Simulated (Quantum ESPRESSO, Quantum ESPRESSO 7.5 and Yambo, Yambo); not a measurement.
# CdTe (F-43m): G0W0 with Yambo, start to end

How does a plane-wave GW calculation on CdTe (F-43m) run from the first input to the gap?

Method: PBE and many-body steps on it, plane waves, in Quantum ESPRESSO 7.5 and Yambo 5.3.0.

**Experimental background.**

- Gap 1.32 ± 0.02 eV: direct optical gap from Tauc analysis, 2.5 h deposition; UV-vis diffuse reflectance; film (electrodeposited 2.5 h on FTO, nearly stoichiometric) (“Electrodeposition of CdTe Thin Films for Solar Energy Water Splitting”, 2020, pmc:7177234).

- Gap 1.592 eV: near-band-edge L1 bound-exciton energy extrapolated to 0 K (Varshni), slightly below the true gap; temperature-dependent photoluminescence; 0 K; bulk crystal (vertical Bridgman single crystal) (“Photoluminescence characteristics of Cd1-xMnxTe single crystals grown by the vertical Bridgman method”, 2012, pmc:3275455).

- Gap 1.48 ± 0.02 eV: direct optical gap from Tauc analysis, 1.5 h deposition; UV-vis diffuse reflectance; film (electrodeposited 1.5 h on FTO, Te-rich) (“Electrodeposition of CdTe Thin Films for Solar Energy Water Splitting”, 2020, pmc:7177234).

## (1) The starting structure

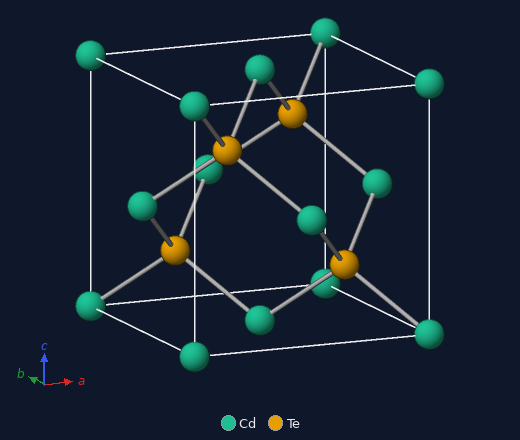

Start, viewed slightly off an axis; cadmium teal, tellurium orange. This picture shows the conventional cell, with its axes. Bonds to atoms that aren't drawn are left out. Some periodic images of atoms are drawn too.

The cell and positions come from the Crystallography Open Database and are kept as given unless a step says otherwise. Spin-orbit coupling is left out unless a step names it.

## (2) Ground state

This step: Quantum ESPRESSO 7.5; DFT, PBE, plane waves, norm-conserving pseudopotentials.

The ground-state density comes first.

File pw.in:

```
&control
  calculation = 'scf'
  prefix = 'x'
  outdir = 'o'
  pseudo_dir = 'pseudo'
/
&system
  ibrav = 0
  nat = 2
  ntyp = 2
  ecutwfc = 94.0
  nbnd = 27
  force_symmorphic = .true.
/
&electrons
  conv_thr = 1e-10
  electron_maxstep = 80
  mixing_beta = 0.5
/
ATOMIC_SPECIES
  Cd 112.41 Cd.upf
  Te 127.6 Te.upf
CELL_PARAMETERS angstrom
  0.0000000000 3.2400000000 3.2400000000
  3.2400000000 0.0000000000 3.2400000000
  3.2400000000 3.2400000000 0.0000000000
ATOMIC_POSITIONS crystal
  Cd 0.0000000000 0.0000000000 0.0000000000
  Te 0.2500000000 0.2500000000 0.2500000000
K_POINTS automatic
  6 6 6 0 0 0
```

Started as:

```bash
> OMP_NUM_THREADS=1 mpirun -n 8 pw.x -nk 8 -in pw.in > pw.out
```

What it wrote:

```text
Program PWSCF v.7.5 starts

     This program is part of the open-source Quantum ESPRESSO suite
     for quantum simulation of materials; please cite
         "P. Giannozzi et al., J. Phys.:Condens. Matter 21 395502 (2009);
         "P. Giannozzi et al., J. Phys.:Condens. Matter 29 465901 (2017);
         "P. Giannozzi et al., J. Chem. Phys. 152 154105 (2020);
     in publications or presentations arising from this work. More details at
     Message from routine setup:
     using ibrav=0 with symmetry is DISCOURAGED, use correct ibrav instead

     G-vector sticks info

     bravais-lattice index     =            0
     lattice parameter (alat)  =       8.6588  a.u.
     unit-cell volume          =     459.0517 (a.u.)^3
     number of atoms/cell      =            2
     number of atomic types    =            2
     number of electrons       =        44.00
     number of Kohn-Sham states=           27
     kinetic-energy cutoff     =      94.0000  Ry
     charge density cutoff     =     376.0000  Ry
     scf convergence threshold =      1.0E-10
     mixing beta               =       0.5000
     number of iterations used =            8  plain     mixing
     Exchange-correlation= PBE
                           (   1   4   3   4   0   0   0)

     celldm(1)=   8.658823  celldm(2)=   0.000000  celldm(3)=   0.000000
     celldm(4)=   0.000000  celldm(5)=   0.000000  celldm(6)=   0.000000

     crystal axes: (cart. coord. in units of alat)
               a(1) = (   0.000000   0.707107   0.707107 )
               a(2) = (   0.707107   0.000000   0.707107 )
               a(3) = (   0.707107   0.707107   0.000000 )

     reciprocal axes: (cart. coord. in units 2 pi/alat)
               b(1) = ( -0.707107  0.707107  0.707107 )
               b(2) = (  0.707107 -0.707107  0.707107 )
               b(3) = (  0.707107  0.707107 -0.707107 )
     Pseudo is Norm-conserving + core correction, Zval = 20.0
     Generated using ONCVPSP code by D. R. Hamann
     Using radial grid of 1368 points,  6 beta functions with:
     Pseudo is Norm-conserving + core correction, Zval = 24.0
     Generated using ONCVPSP code by D. R. Hamann
     Using radial grid of 1294 points,  8 beta functions with:
     Cd               20.00   112.41000     Cd( 1.00)
     Te               24.00   127.60000     Te( 1.00)

     24 Sym. Ops. (no inversion) found

   Cartesian axes

     site n.     atom                  positions (alat units)
         1        Cd     tau(   1) = (   0.0000000   0.0000000   0.0000000  )
         2        Te     tau(   2) = (   0.3535534   0.3535534   0.3535534  )

     number of k points=    16
                       cart. coord. in units 2pi/alat
        k(    1) = (   0.0000000   0.0000000   0.0000000), wk =   0.0092593
        k(    2) = (   0.1178511   0.1178511  -0.1178511), wk =   0.0740741
        k(    3) = (   0.2357023   0.2357023  -0.2357023), wk =   0.0740741
        k(    4) = (  -0.3535534  -0.3535534   0.3535534), wk =   0.0370370
        k(    5) = (   0.2357023   0.0000000  -0.0000000), wk =   0.0555556
        k(    6) = (   0.3535534   0.1178511  -0.1178511), wk =   0.2222222
        k(    7) = (  -0.2357023  -0.4714045   0.4714045), wk =   0.2222222
        k(    8) = (  -0.1178511  -0.3535534   0.3535534), wk =   0.2222222
        k(    9) = (   0.0000000  -0.2357023   0.2357023), wk =   0.1111111
        k(   10) = (   0.4714045   0.0000000  -0.0000000), wk =   0.0555556
     [... 4 further rows ...]
        k(   15) = (  -0.1178511  -0.3535534   0.5892557), wk =   0.2222222
        k(   16) = (  -0.7071068   0.2357023   0.0000000), wk =   0.1111111

     Dense  grid:    56833 G-vectors     FFT dimensions: (  54,  54,  54)

     Initial potential from superposition of free atoms

     starting charge      43.9996, renormalised to      44.0000
     Starting wfcs are   23 randomized atomic wfcs +    4 random wfcs

     per-process dynamical memory:    42.5 Mb

     Self-consistent Calculation

     iteration #  1     ecut=    94.00 Ry     beta= 0.50

     Threshold (ethr) on eigenvalues was too large:
     Diagonalizing with lowered threshold

     total energy              =    -911.71304830 Ry
     estimated scf accuracy    <       0.05443595 Ry

     iteration #  2     ecut=    94.00 Ry     beta= 0.50

     total energy              =    -911.72582388 Ry
     estimated scf accuracy    <       0.00648707 Ry

     iteration #  3     ecut=    94.00 Ry     beta= 0.50

     total energy              =    -911.72678050 Ry
     estimated scf accuracy    <       0.00078072 Ry

     iteration #  4     ecut=    94.00 Ry     beta= 0.50

     total energy              =    -911.72684387 Ry
     estimated scf accuracy    <       0.00003910 Ry

     iteration #  5     ecut=    94.00 Ry     beta= 0.50

     total energy              =    -911.72684962 Ry
     estimated scf accuracy    <       0.00000206 Ry

     iteration #  6     ecut=    94.00 Ry     beta= 0.50

     total energy              =    -911.72685029 Ry
     estimated scf accuracy    <       0.00000020 Ry

     iteration #  7     ecut=    94.00 Ry     beta= 0.50

     total energy              =    -911.72685033 Ry
     estimated scf accuracy    <       0.00000004 Ry

     iteration #  8     ecut=    94.00 Ry     beta= 0.50

     total energy              =    -911.72685034 Ry
     estimated scf accuracy    <          1.3E-09 Ry

     iteration #  9     ecut=    94.00 Ry     beta= 0.50

     End of self-consistent calculation

          k = 0.0000 0.0000 0.0000 (  7119 PWs)   bands (ev):

  -150.4560-100.4825-100.4825-100.4825 -93.9053 -54.9601 -54.9601 -54.9601
   -27.7572 -27.7572 -27.7572 -27.7493 -27.7493  -2.9059  -0.0114  -0.0114
    -0.0114   0.2489   0.2489   8.2696   8.2696   8.2696   9.0401  12.8896
    12.8896  12.8896  15.7323

          k = 0.1179 0.1179-0.1179 (  7099 PWs)   bands (ev):

  -150.4560-100.4825-100.4825-100.4825 -93.9053 -54.9601 -54.9601 -54.9601
   -27.7572 -27.7571 -27.7571 -27.7493 -27.7493  -2.8061   0.0073   0.0073
     0.0721   0.2477   0.2477   6.5355   8.0422   8.0422  10.1291  13.0047
    13.2280  13.2280  16.8030

          k = 0.2357 0.2357-0.2357 (  7072 PWs)   bands (ev):

  -150.4560-100.4825-100.4825-100.4825 -93.9053 -54.9602 -54.9601 -54.9601
   -27.7573 -27.7569 -27.7569 -27.7492 -27.7492  -2.6065   0.0395   0.0395
     0.2517   0.2517   0.3518   4.6935   7.6614   7.6614  10.2025  13.5145
    13.5145  14.5341  16.3414

          k =-0.3536-0.3536 0.3536 (  7120 PWs)   bands (ev):

     [... further k-points ...]

     highest occupied, lowest unoccupied level (ev):     8.2696    9.0401

!    total energy              =    -911.72685034 Ry
     estimated scf accuracy    <          4.2E-11 Ry

     The total energy is the sum of the following terms:
     one-electron contribution =    -703.52209231 Ry
     hartree contribution      =     340.89973766 Ry
     xc contribution           =    -120.80708728 Ry
     ewald contribution        =    -428.29740841 Ry

     convergence has been achieved in   9 iterations

     XML data file, charge density, pseudopotentials, collected wavefunctions

=------------------------------------------------------------------------------=
   JOB DONE.
=------------------------------------------------------------------------------=
```

Run time: 11 s. Hardware: 8 MPI ranks of Arm Neoverse V1, shared host; peak memory 0.7 GiB; 87 s of CPU time.

Numbers from this step:

```
total energy               : -12404.6757 eV
gap                        : 0.7705 eV
k of the valence top       : 0, 0, 0
k of the conduction bottom : 0, 0, 0
least direct gap           : 0.7705 eV
```

The gap is direct, at Γ.

## (3) Bands along the symmetry lines

The cheap functional maps the bands first; the places of the edges decide which points the dearer methods must see.

File pw.in:

```
&control
  calculation = 'bands'
  prefix = 'x'
  outdir = 'o'
  pseudo_dir = 'pseudo'
/
&system
  ibrav = 0
  nat = 2
  ntyp = 2
  ecutwfc = 94.0
  nbnd = 28
  force_symmorphic = .true.
/
&electrons
  conv_thr = 1e-9
  electron_maxstep = 80
  diago_full_acc = .true.
  diago_thr_init = 5e-6
/
ATOMIC_SPECIES
  Cd 112.41 Cd.upf
  Te 127.6 Te.upf
CELL_PARAMETERS angstrom
  0.0000000000 3.2400000000 3.2400000000
  3.2400000000 0.0000000000 3.2400000000
  3.2400000000 3.2400000000 0.0000000000
ATOMIC_POSITIONS crystal
  Cd 0.0000000000 0.0000000000 0.0000000000
  Te 0.2500000000 0.2500000000 0.2500000000
K_POINTS crystal
  50
  0.00000000 0.00000000 0.00000000 1
  -0.06250000 -0.06250000 0.00000000 1
  -0.12500000 -0.12500000 0.00000000 1
  -0.18750000 -0.18750000 0.00000000 1
  -0.25000000 -0.25000000 0.00000000 1
  -0.31250000 -0.31250000 0.00000000 1
  -0.37500000 -0.37500000 0.00000000 1
  -0.43750000 -0.43750000 0.00000000 1
  -0.50000000 -0.50000000 0.00000000 1
  -0.48437500 -0.48437500 0.03125000 1
  -0.46875000 -0.46875000 0.06250000 1
  -0.45312500 -0.45312500 0.09375000 1
  -0.43750000 -0.43750000 0.12500000 1
  -0.42187500 -0.42187500 0.15625000 1
  -0.40625000 -0.40625000 0.18750000 1
  -0.39062500 -0.39062500 0.21875000 1
  -0.37500000 -0.37500000 0.25000000 1
  -0.37500000 0.00000000 0.37500000 1
  -0.32812500 0.00000000 0.32812500 1
  -0.28125000 0.00000000 0.28125000 1
  -0.23437500 0.00000000 0.23437500 1
  -0.18750000 0.00000000 0.18750000 1
  -0.14062500 0.00000000 0.14062500 1
  -0.09375000 0.00000000 0.09375000 1
  -0.04687500 0.00000000 0.04687500 1
  0.00000000 0.00000000 0.00000000 1
  0.00000000 0.00000000 0.06250000 1
  0.00000000 0.00000000 0.12500000 1
  0.00000000 0.00000000 0.18750000 1
  0.00000000 0.00000000 0.25000000 1
  0.00000000 0.00000000 0.31250000 1
  0.00000000 0.00000000 0.37500000 1
  0.00000000 0.00000000 0.43750000 1
  0.00000000 0.00000000 0.50000000 1
  -0.06250000 -0.03125000 0.46875000 1
  -0.12500000 -0.06250000 0.43750000 1
  -0.18750000 -0.09375000 0.40625000 1
  -0.25000000 -0.12500000 0.37500000 1
  -0.31250000 -0.15625000 0.34375000 1
  -0.37500000 -0.18750000 0.31250000 1
  -0.43750000 -0.21875000 0.28125000 1
  -0.50000000 -0.25000000 0.25000000 1
  -0.50000000 -0.28125000 0.21875000 1
  -0.50000000 -0.31250000 0.18750000 1
  -0.50000000 -0.34375000 0.15625000 1
  -0.50000000 -0.37500000 0.12500000 1
  -0.50000000 -0.40625000 0.09375000 1
  -0.50000000 -0.43750000 0.06250000 1
  -0.50000000 -0.46875000 0.03125000 1
  -0.50000000 -0.50000000 0.00000000 1
```

What it wrote:

```text
[banner, memory and clock lines left out]
Program PWSCF v.7.5 starts

     Atomic positions and unit cell read from directory:
     o/x.save/

     Message from routine setup:
     using ibrav=0 with symmetry is DISCOURAGED, use correct ibrav instead

     G-vector sticks info

     bravais-lattice index     =            0
     lattice parameter (alat)  =       8.6588  a.u.
     unit-cell volume          =     459.0517 (a.u.)^3
     number of atoms/cell      =            2
     number of atomic types    =            2
     number of electrons       =        44.00
     number of Kohn-Sham states=           28
     kinetic-energy cutoff     =      94.0000  Ry
     charge density cutoff     =     376.0000  Ry
     Exchange-correlation= PBE
                           (   1   4   3   4   0   0   0)

     celldm(1)=   8.658823  celldm(2)=   0.000000  celldm(3)=   0.000000
     celldm(4)=   0.000000  celldm(5)=   0.000000  celldm(6)=   0.000000

     crystal axes: (cart. coord. in units of alat)
               a(1) = (   0.000000   0.707107   0.707107 )
               a(2) = (   0.707107   0.000000   0.707107 )
               a(3) = (   0.707107   0.707107   0.000000 )

     reciprocal axes: (cart. coord. in units 2 pi/alat)
               b(1) = ( -0.707107  0.707107  0.707107 )
               b(2) = (  0.707107 -0.707107  0.707107 )
               b(3) = (  0.707107  0.707107 -0.707107 )
     Pseudo is Norm-conserving + core correction, Zval = 20.0
     Generated using ONCVPSP code by D. R. Hamann
     Using radial grid of 1368 points,  6 beta functions with:
     Pseudo is Norm-conserving + core correction, Zval = 24.0
     Generated using ONCVPSP code by D. R. Hamann
     Using radial grid of 1294 points,  8 beta functions with:
     Cd               20.00   112.41000     Cd( 1.00)
     Te               24.00   127.60000     Te( 1.00)

     24 Sym. Ops. (no inversion) found

   Cartesian axes

     site n.     atom                  positions (alat units)
         1        Cd     tau(   1) = (   0.0000000   0.0000000   0.0000000  )
         2        Te     tau(   2) = (   0.3535534   0.3535534   0.3535534  )

     number of k points=    50
                       cart. coord. in units 2pi/alat
        k(    1) = (   0.0000000   0.0000000   0.0000000), wk =   0.0400000
        k(    2) = (   0.0000000   0.0000000  -0.0883883), wk =   0.0400000
        k(    3) = (   0.0000000   0.0000000  -0.1767767), wk =   0.0400000
[...]
[... 38 further rows ...]
        k(   49) = (   0.0441942  -0.0000000  -0.7071068), wk =   0.0400000
        k(   50) = (   0.0000000   0.0000000  -0.7071068), wk =   0.0400000

     Dense  grid:    56833 G-vectors     FFT dimensions: (  54,  54,  54)

     The potential is recalculated from file :
     o/x.save/charge-density

     Starting wfcs are   23 randomized atomic wfcs +    5 random wfcs

     Band Structure Calculation

     End of band structure calculation

          k = 0.0000 0.0000 0.0000 (  7119 PWs)   bands (ev):

  -150.4559-100.4824-100.4824-100.4824 -93.9054 -54.9602 -54.9602 -54.9602
   -27.7572 -27.7572 -27.7572 -27.7493 -27.7493  -2.9059  -0.0114  -0.0114
    -0.0114   0.2488   0.2488   8.2696   8.2696   8.2696   9.0401  12.8896
    12.8896  12.8896  15.7323  17.7426

          k = 0.0000 0.0000-0.0884 (  7055 PWs)   bands (ev):

  -150.4559-100.4824-100.4824-100.4824 -93.9054 -54.9602 -54.9602 -54.9601
   -27.7572 -27.7570 -27.7570 -27.7493 -27.7492  -2.8857  -0.0057  -0.0057
[...]
13.0421  13.0421  16.0292  16.9638

          k = 0.0000 0.0000-0.1768 (  7075 PWs)   bands (ev):

  -150.4559-100.4824-100.4824-100.4824 -93.9054 -54.9602 -54.9602 -54.9602
[...]
13.4575  13.4575  15.9608  16.8536

          k =-0.0000 0.0000-0.2652 (  7055 PWs)   bands (ev):

[...]
k = 0.0000 0.0000-0.3536 (  7059 PWs)   bands (ev):

[...]
k = 0.0000-0.0000-0.4419 (  7059 PWs)   bands (ev):

[...]
k =-0.0000 0.0000-0.5303 (  7055 PWs)   bands (ev):

[...]
k = 0.0000-0.0000-0.6187 (  7071 PWs)   bands (ev):

[...]
k = 0.5303-0.0000-0.5303 (  7030 PWs)   bands (ev):

[...]
k = 0.0000 0.0000 0.0000 (  7119 PWs)   bands (ev):

[...]
k = 0.1326 0.0000-0.7071 (  7056 PWs)   bands (ev):

[...]
k = 0.0884-0.0000-0.7071 (  7054 PWs)   bands (ev):

[...]
k = 0.0442-0.0000-0.7071 (  7066 PWs)   bands (ev):

  -150.4559-100.4824-100.4824-100.4824 -93.9054 -54.9602 -54.9602 -54.9602
[...]
16.9418  17.2513  17.5044  19.2383

          k = 0.0000 0.0000-0.7071 (  7078 PWs)   bands (ev):

  -150.4559-100.4824-100.4824-100.4824 -93.9054 -54.9602 -54.9602 -54.9602
   -27.7578 -27.7566 -27.7566 -27.7494 -27.7489  -2.3880   0.1439   0.1529
     0.1529   0.2791   0.7400   3.9680   6.4086   6.4086  10.8859  10.9507
    17.0978  17.4167  17.4167  19.2020

     XML data file, pseudopotentials, collected wavefunctions
```

Elapsed: 8.9 s, on 8 MPI ranks; peak memory 0.62 GiB.

This step gave:

| Property | Result |
| --- | --- |
| gap | 0.7705 eV |
| k of the valence top | 0, 0, 0 |
| k of the conduction bottom | 0, 0, 0 |
| least direct gap | 0.7705 eV |

The gap is 0.770 eV, as in the run before at this level.

The electronic bands at the labelled points (eV, zero at the top of the highest filled band):

| point | band 19 | band 20 | band 21 | band 22 | band 23 | band 24 | band 25 | band 26 |
| --- | --- | --- | --- | --- | --- | --- | --- | --- |
| Γ | -8.02 | 0.00 | 0.00 | 0.00 | 0.77 | 4.62 | 4.62 | 4.62 |
| X | -7.53 | -4.30 | -1.86 | -1.86 | 2.62 | 2.68 | 8.83 | 9.15 |
| U | -7.48 | -4.20 | -2.55 | -1.54 | 2.91 | 4.53 | 7.36 | 7.48 |
| jump to K | -7.48 | -4.20 | -2.55 | -1.54 | 2.91 | 4.53 | 7.36 | 7.48 |
| Γ | -8.02 | 0.00 | 0.00 | 0.00 | 0.77 | 4.62 | 4.62 | 4.62 |
| L | -7.67 | -4.42 | -0.77 | -0.77 | 1.82 | 5.21 | 5.21 | 7.07 |
| W | -7.45 | -4.18 | -2.32 | -2.19 | 4.26 | 4.69 | 5.57 | 6.32 |
| X | -7.53 | -4.30 | -1.86 | -1.86 | 2.62 | 2.68 | 8.83 | 9.15 |

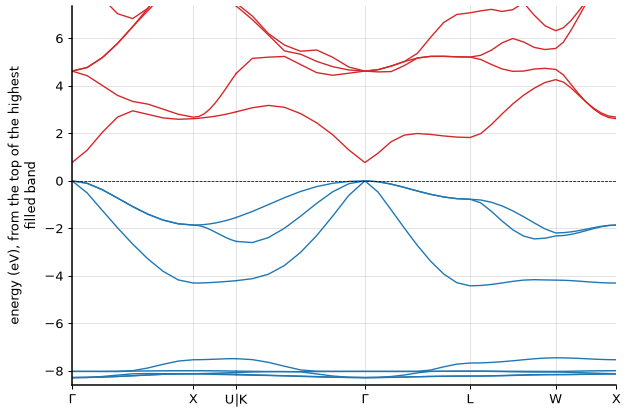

Electronic bands along the path; lines of filled and empty bands in two colours.

(Continued in part 2 of 3.)

[Paths, hosts, dates, memory and timing lines, banners, echoed tables and standing remarks are left out of the program output.]

[Logs are printed without paths, hosts, clocks, repeated set-up lines and the standing remarks that a program may print on its own settings, such as how far it seeks lower states.]

[Runs of the session that timed out or met a known fault of the program may be left out.]

[Hosts, paths, dates, database ids (printed as entryN), source tags and the programs' standing remarks are cut or masked in the printed files.]
